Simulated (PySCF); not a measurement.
**C₆H₉F₃Si: NMR shifts in solvents**

Aim: compute the NMR shifts of C₆H₉F₃Si (`FC(F)=C(F)[C@@H]1CC[SiH2]C1`), and see what a dielectric continuum does where one was used.

The runs use PySCF 2.14.0, with density-fitted response routines of our own; the level of theory stands in each step. All values are computed, except where a source is named. Atoms are numbered from 0 throughout.

**1. The molecule as given**

19 atoms, charge 0, multiplicity 1; geometry from: GFN2-xTB.

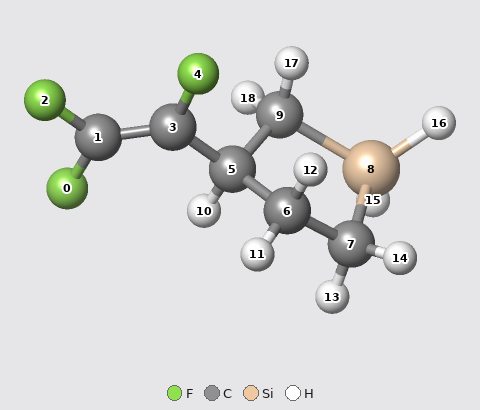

The starting geometry (fluorine green, carbon grey, silicon light orange, hydrogen white), atoms numbered.

**2. Geometry optimisation at PBE0-D3(BJ)/def2-SVP**

The job: settings as JSON, then the geometry in Å.

```
{"job": {"xc": "PBE0", "basis": "def2-SVP", "d3": "d3bj", "grid": 1, "kind": "geom"}, "charge": 0, "multiplicity": 1}
F      2.671859    -0.038044    -2.154099
C      2.839017    -0.323079    -0.864144
F      4.115385    -0.583810    -0.607926
C      1.840556    -0.331670     0.008641
F      2.121683    -0.631401     1.293818
C      0.405684    -0.043559    -0.294845
C     -0.110431     1.143064     0.531343
C     -1.614398     1.263711     0.287303
Si    -2.241407    -0.535887     0.200564
C     -0.481795    -1.255813     0.023853
H      0.327741     0.199178    -1.358140
H      0.417687     2.059507     0.260989
H      0.077472     0.942192     1.587724
H     -1.789888     1.778560    -0.657653
H     -2.080790     1.865903     1.063891
H     -3.074110    -0.792348    -0.976116
H     -2.899397    -0.985796     1.428351
H     -0.155866    -1.702419     0.963533
H     -0.378806    -2.019038    -0.744547
```

Log:

```text
step   0  E = -821.88797873  max force = 0.021116
step   1  E = -821.88957254  max force = 0.007008
step   2  E = -821.89052544  max force = 0.005801
step   3  E = -821.89045078  max force = 0.006751
step   4  E = -821.89090232  max force = 0.001259
step   5  E = -821.89090840  max force = 0.001715
step   6  E = -821.89094326  max force = 0.000600
step   7  E = -821.89095423  max force = 0.000320
optimisation converged
```

It took 3 min on 1 thread, shared host.

Relaxation path: (the energy doesn't fall at every step)

```
step  energy from step 0 (eV)  largest force component (eV/Å)
   0                   0.0000                          1.0858
   1                  -0.0434                          0.3604
   2                  -0.0693                          0.2983
   3                  -0.0673                          0.3472
   4                  -0.0796                          0.0647
   5                  -0.0797                          0.0882
   6                  -0.0807                          0.0309
   7                  -0.0810                          0.0165
```

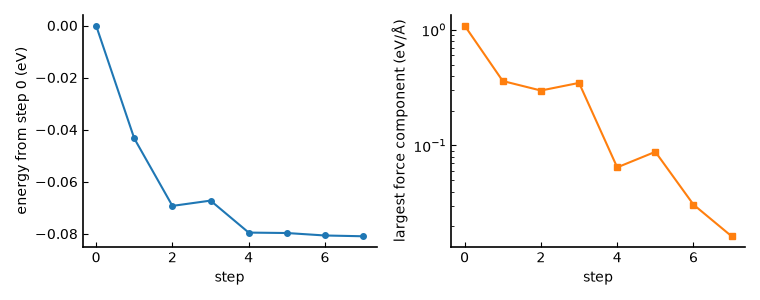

Energy and force, step by step.

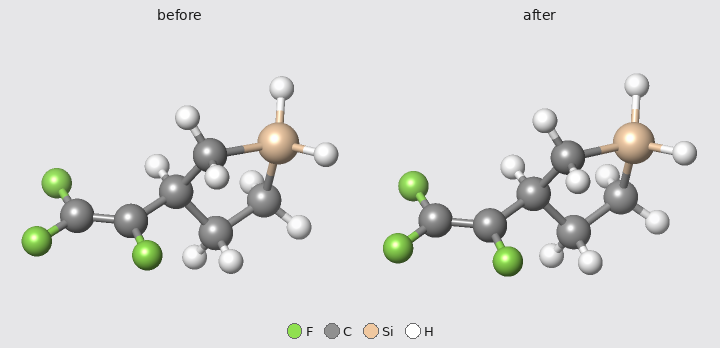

Before and after, at one scale.

Distances of close pairs at the start and the end, largest changes first:

```
   bond  before (Å)  after (Å)  change (Å)
Si8–H15       1.464      1.496      +0.032
Si8–H16       1.464      1.495      +0.032
  C1–F2       1.328      1.309      -0.018
  F0–C1       1.332      1.315      -0.017
 C7–H13       1.090      1.103      +0.013
 C9–H17       1.090      1.103      +0.012
 C7–H14       1.088      1.100      +0.012
 C9–H18       1.088      1.100      +0.012
```

The next job starts from the end point, and lists it.

```
                         at the end point                value
  point group (found at 0.08 Å tolerance)                   C1
rotational constants (GHz, main isotopes)  2.404, 0.563, 0.543
                        dipole moment (D)                 1.46
```

**3. NMR shieldings: PBE0/pcSseg-1 in acetone**

The job: settings as JSON, then the geometry in Å.

```
{"job": {"kind": "nmr", "xc": "PBE0", "basis": "pcSseg-1", "solvent": "acetone", "pop": true}, "charge": 0, "multiplicity": 1}
F      2.753190    -0.131230    -2.059373
C      2.884601    -0.321003    -0.764777
F      4.128994    -0.551336    -0.428344
C      1.858858    -0.287028     0.084971
F      2.110613    -0.502600     1.382731
C      0.432279    -0.051515    -0.263617
C     -0.149071     1.177442     0.462541
C     -1.652581     1.263012     0.171741
Si    -2.210621    -0.553876     0.147646
C     -0.454403    -1.272294     0.072062
H      0.389155     0.135833    -1.349271
H      0.389113     2.092400     0.166395
H      0.021099     1.047306     1.544907
H     -1.827958     1.704998    -0.823521
H     -2.186664     1.891402     0.899467
H     -3.046346    -0.893005    -1.045709
H     -2.953835    -0.975965     1.374691
H     -0.177727    -1.659032     1.066882
H     -0.315470    -2.092388    -0.647331
```

Level: GIAO PBE0/pcSseg-1 NMR shielding, non-relativistic, IEF-PCM acetone.

Log:

```text
coarse grid: 16984 points
cycle   1  E = -822.1119670223  dE =  1.403e+00  |g| = 7.720e-01  |ddm| = 3.976e+00
cycle   2  E = -822.0051028886  dE =  1.069e-01  |g| = 1.104e+00  |ddm| = 1.244e+00
cycle   3  E = -822.2219089200  dE = -2.168e-01  |g| = 7.345e-02  |ddm| = 7.756e-01
cycle   4  E = -822.2225859497  dE = -6.770e-04  |g| = 4.239e-02  |ddm| = 8.556e-02
cycle   5  E = -822.2229348470  dE = -3.489e-04  |g| = 9.197e-03  |ddm| = 4.051e-02
cycle   6  E = -822.2229497598  dE = -1.491e-05  |g| = 3.377e-03  |ddm| = 9.799e-03
cycle   7  E = -822.2229522415  dE = -2.482e-06  |g| = 6.046e-04  |ddm| = 3.076e-03
final grid: 162336 points
cycle   8  E = -822.3027455854  dE = -5.651e-05  |g| = 8.624e-03  |ddm| = 3.559e-02
cycle   9  E = -822.3027305891  dE =  1.500e-05  |g| = 1.218e-02  |ddm| = 1.793e-02
cycle  10  E = -822.3027632208  dE = -3.263e-05  |g| = 9.503e-04  |ddm| = 1.024e-02
cycle  11  E = -822.3027633682  dE = -1.474e-07  |g| = 3.740e-04  |ddm| = 9.736e-04
cycle  12  E = -822.3027633982  dE = -3.000e-08  |g| = 9.549e-05  |ddm| = 3.572e-04
cycle  13  E = -822.3027634000  dE = -1.865e-09  |g| = 2.645e-05  |ddm| = 9.420e-05
cycle  14  E = -822.3027634002  dE = -1.185e-10  |g| = 8.107e-06  |ddm| = 2.760e-05
converged SCF energy = -822.3027634002

GIAO shielding tensors (ppm)
atom      isotropic    diamagn.    paramagn.     s11        s22        s33       span
  0 F      306.317     476.007    -169.690    270.816    302.224    345.910     75.094
  1 C       23.759     251.723    -227.964    -38.420     50.618     59.078     97.497
  2 F      289.540     467.839    -178.298    270.014    295.655    302.952     32.937
  3 C       46.497     250.743    -204.246      9.969     46.131     83.392     73.423
  4 F      382.901     474.288     -91.388    318.707    380.274    449.721    131.014
  5 C      144.677     248.558    -103.881    122.411    149.988    161.631     39.221
  6 C      151.765     248.625     -96.860    123.628    160.518    171.149     47.521
  7 C      176.386     251.588     -75.202    160.262    170.863    198.033     37.771
  8 Si     375.169     879.093    -503.925    321.252    375.262    428.991    107.739
  9 C      172.771     251.525     -78.754    150.459    170.009    197.844     47.385
 10 H       28.869      33.645      -4.776     24.798     27.022     34.787      9.989
 11 H       29.343      30.901      -1.558     23.665     28.368     35.996     12.331
 12 H       29.724      31.614      -1.890     24.326     30.020     34.825     10.499
 13 H       30.260      29.986       0.273     25.478     27.262     38.039     12.561
 14 H       30.079      28.534       1.545     25.154     26.792     38.292     13.138
 15 H       27.065      28.139      -1.074     23.769     24.377     33.049      9.280
 16 H       27.091      28.009      -0.918     23.792     24.448     33.031      9.238
 17 H       30.140      30.775      -0.635     24.756     29.528     36.137     11.381
 18 H       30.228      30.310      -0.082     25.179     27.790     37.715     12.535
```

It took 51 s on 1 thread, shared host.

Shifts follow as δ = σ(reference) − σ, with reference shieldings (ppm) from runs at the same level and on the same kind of geometry: ¹H TMS 31.24, ¹³C TMS 185.4, ²⁹Si TMS 351.8, ¹⁹F CFCl3 180.4. The references are single molecules in the same continuum, so shifts against H2O, NH3, PH3, H3PO4 or CFCl3 are not on the usual liquid scales and can be off by tens of ppm.

```
atoms                                                environment  σ (ppm)  δ (ppm)
   C1                            fully substituted alkene carbon     23.8    161.7
   C3                            fully substituted alkene carbon     46.5    138.9
   C5                                             allylic sp3 CH    144.7     40.8
   C6                                          sp3 CH2 in a ring    151.8     33.7
   C9                                       sp3 CH2 bonded to Si    172.8     12.7
   C7                                       sp3 CH2 bonded to Si    176.4      9.0
  H15  hydrogen on a silicon bonded to 2 C, in a 5-membered ring    27.07     4.18
  H16  hydrogen on a silicon bonded to 2 C, in a 5-membered ring    27.09     4.15
  H10                              hydrogen on an allylic sp3 CH    28.87     2.37
  H11                           hydrogen on an sp3 CH2 in a ring    29.34     1.90
  H12                           hydrogen on an sp3 CH2 in a ring    29.72     1.52
  H14                        hydrogen on an sp3 CH2 bonded to Si    30.08     1.16
  H17                        hydrogen on an sp3 CH2 bonded to Si    30.14     1.10
  H18                        hydrogen on an sp3 CH2 bonded to Si    30.23     1.01
  H13                        hydrogen on an sp3 CH2 bonded to Si    30.26     0.98
   F2                                           vinylic fluorine    289.5   -109.1
   F0                                           vinylic fluorine    306.3   -125.9
   F4                                           vinylic fluorine    382.9   -202.5
  Si8           silicon bonded to 2 C, 2 H, in a 5-membered ring    375.2    -23.4
```

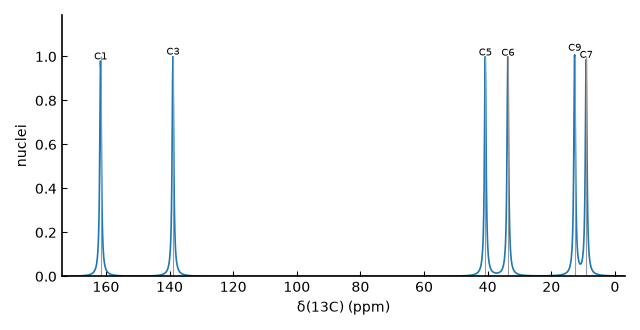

¹³C lines at the computed shifts, without couplings. Lines are broadened to a width of 0.61 ppm (Lorentzian).

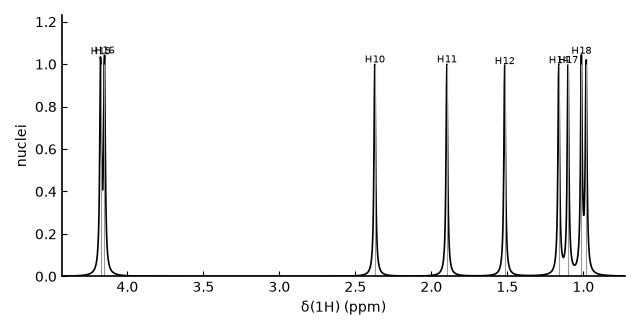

¹H lines at the computed shifts, without couplings. Lines are broadened to a width of 0.01 ppm (Lorentzian).

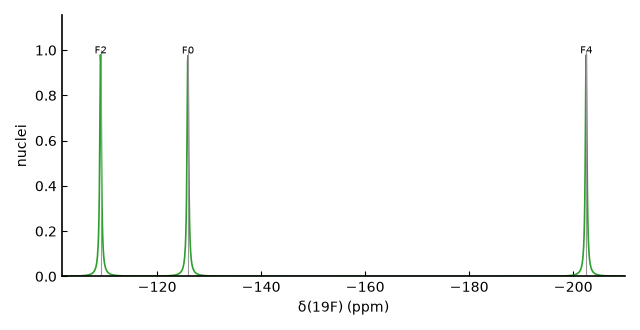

¹⁹F lines at the computed shifts, without couplings. Lines are broadened to a width of 0.37 ppm (Lorentzian).

The run also stored atomic charges by several schemes (e):

```
atoms  Mulliken    IAO  Hirshfeld  ESP fit
   F0     -0.24  -0.25      -0.06    -0.18
   C1      0.56   0.49       0.14     0.46
   F2     -0.24  -0.24      -0.07    -0.15
   C3      0.17   0.19       0.04    -0.28
   F4     -0.28  -0.27      -0.08    -0.11
   C5     -0.36  -0.12      -0.03     0.26
   C6     -0.17  -0.25      -0.07    -0.10
   C7     -0.52  -0.54      -0.16    -0.29
  Si8      0.68   0.74       0.34     0.42
   C9     -0.46  -0.54      -0.16    -0.35
```

Mulliken charges:

F0 -0.24; C1 0.56; F2 -0.24; C3 0.17; F4 -0.28; C5 -0.36; C6 -0.17; C7 -0.52; Si8 0.68; C9 -0.46; H10 0.15; H11 0.14; H12 0.13; H13 0.16; H14 0.16; H15 -0.10; H16 -0.09; H17 0.16; H18 0.16

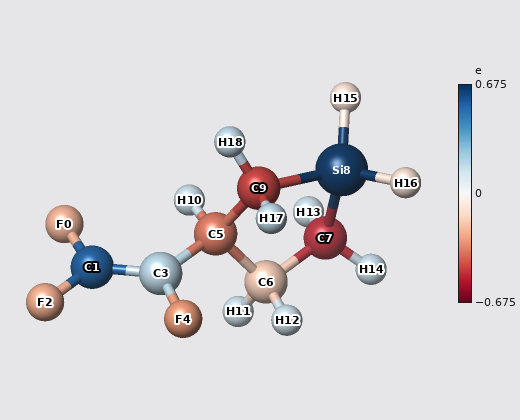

Mulliken charges, as colours on the atoms.

Mayer bond orders: F0–C1 1.01, C1–F2 1.00, C1–C3 1.75, C3–F4 0.93, C3–C5 0.96, C5–C6 0.97, C6–C7 1.04, C7–Si8 0.92, Si8–C9 0.91, C9–C5 0.98.

Ring of atoms C5, C6, C7, Si8, C9: NICS(0) -5.1, NICS(1) -3.8, NICS(1)zz -2.0 ppm (means of both faces).

**4. Shielding tensors: PBE0/pcSseg-1 in water**

The job, as its differences from that of step 3:

```diff
@@ -1,2 +1,2 @@
-{"job": {"kind": "nmr", "xc": "PBE0", "basis": "pcSseg-1", "solvent": "acetone", "pop": true}, "charge": 0, "multiplicity": 1}
+{"job": {"kind": "nmr", "xc": "PBE0", "basis": "pcSseg-1", "solvent": "water", "pop": false}, "charge": 0, "multiplicity": 1}
 F      2.753190    -0.131230    -2.059373
```

Level: GIAO PBE0/pcSseg-1 NMR shielding, non-relativistic, IEF-PCM water.

Log:

```text
coarse grid: 16984 points
cycle   1  E = -822.1123419617  dE =  1.403e+00  |g| = 7.712e-01  |ddm| = 3.975e+00
cycle   2  E = -822.0065663204  dE =  1.058e-01  |g| = 1.101e+00  |ddm| = 1.240e+00
cycle   3  E = -822.2221234735  dE = -2.156e-01  |g| = 7.277e-02  |ddm| = 7.711e-01
cycle   4  E = -822.2227888879  dE = -6.654e-04  |g| = 4.178e-02  |ddm| = 8.400e-02
cycle   5  E = -822.2231279621  dE = -3.391e-04  |g| = 9.087e-03  |ddm| = 3.985e-02
cycle   6  E = -822.2231425754  dE = -1.461e-05  |g| = 3.310e-03  |ddm| = 9.666e-03
cycle   7  E = -822.2231449528  dE = -2.377e-06  |g| = 5.940e-04  |ddm| = 3.013e-03
final grid: 162336 points
cycle   8  E = -822.3029370243  dE = -5.654e-05  |g| = 8.611e-03  |ddm| = 3.559e-02
cycle   9  E = -822.3029222368  dE =  1.479e-05  |g| = 1.214e-02  |ddm| = 1.787e-02
cycle  10  E = -822.3029546242  dE = -3.239e-05  |g| = 9.418e-04  |ddm| = 1.017e-02
cycle  11  E = -822.3029547685  dE = -1.443e-07  |g| = 3.705e-04  |ddm| = 9.624e-04
cycle  12  E = -822.3029547978  dE = -2.934e-08  |g| = 9.490e-05  |ddm| = 3.528e-04
cycle  13  E = -822.3029547997  dE = -1.858e-09  |g| = 2.596e-05  |ddm| = 9.336e-05
cycle  14  E = -822.3029547998  dE = -1.112e-10  |g| = 8.052e-06  |ddm| = 2.711e-05
converged SCF energy = -822.3029547998

GIAO shielding tensors (ppm)
atom      isotropic    diamagn.    paramagn.     s11        s22        s33       span
  0 F      306.373     476.012    -169.639    270.733    302.328    346.057     75.324
  1 C       23.760     251.724    -227.964    -38.405     50.596     59.089     97.493
  2 F      289.811     467.858    -178.047    270.363    295.933    303.138     32.775
  3 C       46.416     250.785    -204.369      9.926     46.003     83.318     73.392
  4 F      383.092     474.326     -91.234    318.874    380.485    449.917    131.042
  5 C      144.703     248.542    -103.839    122.401    150.034    161.675     39.274
  6 C      151.788     248.637     -96.849    123.655    160.543    171.166     47.511
  7 C      176.409     251.582     -75.173    160.259    170.907    198.061     37.801
  8 Si     375.103     879.092    -503.990    321.186    375.147    428.975    107.790
  9 C      172.780     251.527     -78.747    150.464    170.020    197.856     47.391
 10 H       28.851      33.627      -4.776     24.773     27.006     34.774     10.001
 11 H       29.339      30.896      -1.557     23.659     28.363     35.994     12.334
 12 H       29.726      31.617      -1.891     24.328     30.024     34.827     10.498
 13 H       30.248      29.974       0.274     25.463     27.249     38.033     12.570
 14 H       30.078      28.528       1.550     25.149     26.790     38.293     13.144
 15 H       27.071      28.150      -1.079     23.777     24.381     33.053      9.276
 16 H       27.098      28.021      -0.923     23.803     24.457     33.035      9.232
 17 H       30.143      30.776      -0.632     24.758     29.532     36.140     11.383
 18 H       30.219      30.301      -0.082     25.167     27.781     37.710     12.543
```

Run time: 44 s. Hardware: 1 thread, shared host.

In short: δ C1 161.7, C3 139.1, C5 40.8, C6 33.7, H15 4.17, H16 4.14 ppm.

**5. Run by run: NMR shifts**

Shifts (ppm) of some atoms, chosen among heavy atoms and hydrogens apart, with basis size and wall time:

```
                     run     C1     C3    C9   H16   H10      F2      F0  functions  time
PBE0/pcSseg-1 in acetone  161.7  138.9  12.7  4.15  2.37  -109.1  -125.9        222  51 s
  PBE0/pcSseg-1 in water  161.7  139.1  12.7  4.14  2.39  -109.2  -125.8        222  44 s
```

The continuum's effect on the ground state:

```
solvent      ε  polarisation energy (Eh)  μ (D)
acetone  20.49                   -0.0035   1.91
  water  78.36                   -0.0037   1.93
```

**6. What came out**

| quantity | value |
| --- | --- |
| point group | C1 |
| rotational constants (main isotopes) | 2.40, 0.56, 0.54 GHz |
| ¹³C shifts against TMS (PBE0/pcSseg-1, acetone) | 161.7, 138.9, 40.8, 33.7, 12.7, 9.0 ppm |
| ¹H shifts against TMS (PBE0/pcSseg-1, acetone) | 4.18, 4.15, 2.37, 1.90, 1.52, 1.16, 1.10, 1.01, 0.98 ppm |
| ¹⁹F shifts against CFCl3 (PBE0/pcSseg-1, acetone) | -109.1, -125.9, -202.5 ppm |
| ²⁹Si shifts against TMS (PBE0/pcSseg-1, acetone) | -23.4 ppm |
| range of the shift of C3 | 138.9 to 139.1 ppm |

What this shows: Over 7 steps the energy fell by 0.081 eV; of the close pairs, Si8–H15 changed most, 1.464 to 1.496 Å. At PBE0/pcSseg-1: The largest span, 131 ppm, is at F4, where the paramagnetic term is -91 ppm. In ppm, C3 moves most: its shift spreads over 0.1 ppm, from 138.9 (PBE0/pcSseg-1 in acetone) to 139.1 (PBE0/pcSseg-1 in water). Part of that comes from the computed reference. The continuum holds electrostatics alone: no hydrogen bonds to the solvent, and the gas-phase geometry is kept.
